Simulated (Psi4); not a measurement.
# B2H4F2 (SMILES [BH2-]1[F+][BH2-][F+]1) at MP3/cc-pVDZ

Aim: the vertical singlet–triplet gap of B2H4F2 at MP3/cc-pVDZ, from 2 runs. 

The calculation is run with Psi4 1.11.

2 further runs of the same task are left out: 2 set aside as unsound or not needed. Runs told in other sessions of the task aren't counted.

**1. The system as given**

B2H4F2: 8 atoms, total charge 0, spin state singlet. SMILES: `[BH2-]1[F+][BH2-][F+]1`. The shape is that of a PBE0-D4/def2-TZVP optimisation.

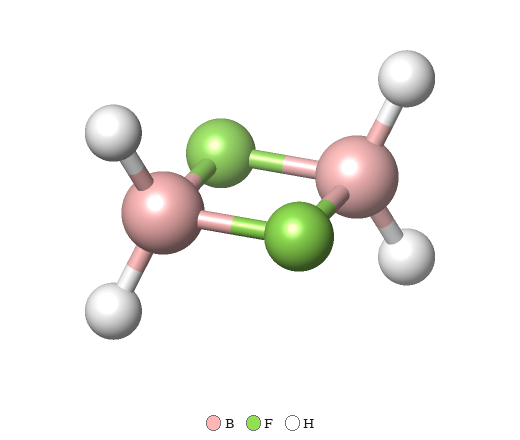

Viewed from a chosen angle; boron pink, fluorine green, hydrogen white.

**2. The energy at MP3/cc-pVDZ**

The input, job.json:

```json
{
 "schema_name": "qcschema_input",
 "schema_version": 1,
 "molecule": {
  "schema_name": "qcschema_molecule",
  "schema_version": 2,
  "symbols": ["B", "F", "B", "F", "H", "H", "H", "H"],
  "geometry": [-0.92218635, 1.79013756, -0.55520154, 1.20432246, 1.0128932, 1.26725034, 0.92218635, -1.78994859, 0.55539051, -1.2033776, -1.01270423, -1.2681952, -0.06803014, 2.94287049, -2.28713553, -2.72158356, 2.47251766, 0.60849181, 2.72158356, -2.47384047, -0.60773592, 0.0668963, -2.94192563, 2.28713553],
  "molecular_charge": 0,
  "molecular_multiplicity": 1,
  "fix_symmetry": "c1"
 },
 "driver": "energy",
 "model": {
  "method": "mp3",
  "basis": "cc-pVDZ"
 },
 "keywords": {
  "puream": true,
  "e_convergence": 1e-09,
  "d_convergence": 1e-08,
  "scf_type": "pk",
  "num_frozen_docc": 4,
  "mp_type": "conv"
 }
}
```

Started as:

```console
psi4 --qcschema job.json -n 1 --memory 2200MB
```

stdout:

```text
[...]
  Running in c1 symmetry.
[...]
  Nuclear repulsion =  118.500675984207234
[...]
  Multiplicity = 1
[...]
  Nalpha       = 16
  Nbeta        = 16
[...]
    Number of basis functions: 76
[...]
   @RHF iter   1:  -250.60587206483621   -9.07983e-01   3.03204e-03 DIIS/ADIIS
[...]
   @RHF iter  10:  -250.63418328195303   -3.69482e-13   2.40716e-09 DIIS
[...]
    Orbital Energies [Eh]
    ---------------------
    Doubly Occupied:
       1A    -26.364738     2A    -26.364690     3A     -7.697695
       4A     -7.697671     5A     -1.702226     6A     -1.641549
       7A     -0.864646     8A     -0.864627     9A     -0.779004
      10A     -0.775273    11A     -0.712202    12A     -0.684651
      13A     -0.635593    14A     -0.571636    15A     -0.516901
      16A     -0.480718
[...]
  @RHF Final Energy:  -250.63418328195303
   => Energetics <=
    Nuclear Repulsion Energy =            118.5006759842072341
    One-Electron Energy =                -581.5620730998125509
    Two-Electron Energy =                 212.4272138336522744
    Total Energy =                       -250.6341832819530282
[...]
 Multipole Moments:
 ------------------------------------------------------------------------------------
     Multipole            Electronic (a.u.)      Nuclear  (a.u.)        Total (a.u.)
 ------------------------------------------------------------------------------------
 L = 1.  Multiply by 2.5417464519 to convert [e a0] to [Debye]
 Dipole X            :          0.0009771           -0.0010280           -0.0000510
 Dipole Y            :          0.0006409           -0.0003753            0.0002657
 Dipole Z            :         -0.0005187            0.0007458            0.0002271
 Magnitude           :                                                    0.0003532
[...]
	SCS-MP2 Total Energy (a.u.)        :  -251.19532492946072
	SOS-MP2 Total Energy (a.u.)        :  -251.19242643122138
[...]
	SOS-PI-MP2 Total Energy (a.u.)     :  -251.23536821193431
[...]
	MP2 Total Energy (a.u.)            :  -251.20112192593950
[...]
	SCS-MP3 Total Energy (a.u.)        :  -251.20052224982743
[...]
	MP3 Total Energy (a.u.)            :  -251.22191120740627
[...]
```

The result, in JSON:

```text
{
 "driver": "energy",
 "model": {
  "method": "mp3",
  "basis": "cc-pVDZ"
 },
 "success": true,
 "return_result": -251.22191120740627,
 "properties": {
  "calcinfo_nbasis": 76,
  "calcinfo_nmo": 76,
  "calcinfo_nalpha": 16,
  "calcinfo_nbeta": 16,
  "calcinfo_natom": 8,
  "nuclear_repulsion_energy": 118.50067598420723,
  "return_energy": -251.22191120740627,
  "scf_one_electron_energy": -581.5620730998126,
  "scf_two_electron_energy": 212.42721383365227,
  "scf_dipole_moment": [-5.095464178044018e-05, 0.00026566826246643416, 0.0002271369030704129],
  "scf_total_energy": -250.63418328195303,
  "scf_iterations": 10,
  "mp2_same_spin_correlation_energy": -0.1375208368569629,
  "mp2_opposite_spin_correlation_energy": -0.4294178071294987,
  "mp2_singles_energy": 0.0,
  "mp2_doubles_energy": -0.5669386439864615,
  "mp2_correlation_energy": -0.5669386439864752,
  "mp2_total_energy": -251.2011219259395
 }
}
```

Run time: 4.8 s. Hardware: 1 thread of Intel Xeon 6975P-C (Granite Rapids), shared host; peak memory 0.44 GiB.

**3. The triplet, same level**

The input, calc.py:

```python
import psi4

psi4.set_memory(2200000000)
psi4.set_num_threads(1)
psi4.core.set_output_file('psi4.out', False)

geom = psi4.geometry("""
0 3
B     -0.92218635     1.79013756    -0.55520154
F      1.20432246     1.01289320     1.26725034
B      0.92218635    -1.78994859     0.55539051
F     -1.20337760    -1.01270423    -1.26819520
H     -0.06803014     2.94287049    -2.28713553
H     -2.72158356     2.47251766     0.60849181
H      2.72158356    -2.47384047    -0.60773592
H      0.06689630    -2.94192563     2.28713553
units bohr
symmetry c1
no_reorient
no_com
""")

psi4.set_options({
    'reference': 'uhf',
    'puream': True,
    'e_convergence': 1e-09,
    'd_convergence': 1e-08,
    'scf_type': 'pk',
    'num_frozen_docc': 4,
    'maxiter': 100,
    'mp_type': 'conv',
})

e = psi4.energy("mp3/cc-pVDZ", molecule=geom)
print(f'total energy {e:.8f} hartree = {e * 27.211386:.5f} eV')
```

Started as:

```console
python calc.py
```

psi4.out:

```text
[...]
  Running in c1 symmetry.
[...]
  Nuclear repulsion =  118.500675984207220
[...]
  Multiplicity = 3
[...]
  Nalpha       = 17
  Nbeta        = 15
[...]
    Number of basis functions: 76
[...]
   @UHF iter   1:  -250.23712671310784   -5.39237e-01   2.77609e-03 DIIS/ADIIS
[...]
   @UHF iter  16:  -250.26742645086389   -1.39266e-12   6.08274e-09 DIIS
[...]
   @S^2 Observed:                2.016669239E+00
[...]
    Orbital Energies [Eh]
    ---------------------
    Alpha Occupied:
       1A    -26.399685     2A    -26.399657     3A     -7.705537
       4A     -7.705439     5A     -1.732298     6A     -1.673546
       7A     -0.890296     8A     -0.886867     9A     -0.814902
      10A     -0.795063    11A     -0.748069    12A     -0.708362
      13A     -0.697498    14A     -0.612346    15A     -0.578651
      16A     -0.541678    17A     -0.109580
    Alpha Virtual:
      18A      0.156251    19A      0.184780    20A      0.237143
      21A      0.266881    22A      0.270164    23A      0.311944
      24A      0.324277    25A      0.344343    26A      0.441513
[...]
  @UHF Final Energy:  -250.26742645086389
   => Energetics <=
    Nuclear Repulsion Energy =            118.5006759842072199
    One-Electron Energy =                -580.8158404502734129
    Two-Electron Energy =                 212.0477380152023272
    Total Energy =                       -250.2674264508638942
  UHF NO Occupations:
  HONO-2 :   15  A 1.9977955
  HONO-1 :   16  A 1.0000000
  HONO-0 :   17  A 1.0000000
  LUNO+0 :   18  A 0.0022045
  LUNO+1 :   19  A 0.0017227
[...]
 Multipole Moments:
 ------------------------------------------------------------------------------------
     Multipole            Electronic (a.u.)      Nuclear  (a.u.)        Total (a.u.)
 ------------------------------------------------------------------------------------
 L = 1.  Multiply by 2.5417464519 to convert [e a0] to [Debye]
 Dipole X            :         -0.0071970            0.0073699            0.0001729
 Dipole Y            :         -0.0029781            0.0022676           -0.0007104
 Dipole Z            :          0.0071063           -0.0068030            0.0003033
 Magnitude           :                                                    0.0007916
[...]
	SCS-MP2 Total Energy (a.u.)        :  -250.88439946280181
	SOS-MP2 Total Energy (a.u.)        :  -250.87569004002458
[...]
	SOS-PI-MP2 Total Energy (a.u.)     :  -250.92247954688310
[...]
	MP2 Total Energy (a.u.)            :  -250.90181830835635
[...]
	SCS-MP3 Total Energy (a.u.)        :  -250.88709903317772
[...]
	MP3 Total Energy (a.u.)            :  -250.91261658985994
[...]
```

The script printed:

```text
total energy -250.91261659 hartree = -6827.68006 eV
```

It took 7.8 s on 1 thread of Intel Xeon 6975P-C (Granite Rapids), shared host; peak memory 0.42 GiB.

**4. Results**

Level: MP3/cc-pVDZ, 4 core orbitals frozen.

| quantity | value |
| --- | --- |
| singlet: total energy | -251.22191 Eh |
| singlet: HOMO energy (Hartree–Fock orbitals) | -13.08 eV |
| singlet: LUMO energy (Hartree–Fock orbitals) | 4.19 eV |
| singlet: HOMO–LUMO gap (Hartree–Fock orbitals) | 17.27 eV |
| singlet: correlation energy (4 core orbitals frozen) | -587.7 mEh |
| triplet: total energy | -250.91262 Eh |
| triplet: HOMO energy (Hartree–Fock orbitals) (highest over α and β) | -2.98 eV |
| triplet: correlation energy (4 core orbitals frozen) | -645.2 mEh |
| triplet: ⟨S²⟩ of the reference determinant | 2.017 |
| vertical energy of the triplet above the singlet | 8.416 eV |

What this shows: At this shape the triplet lies 8.42 eV (194 kcal/mol) above the singlet.
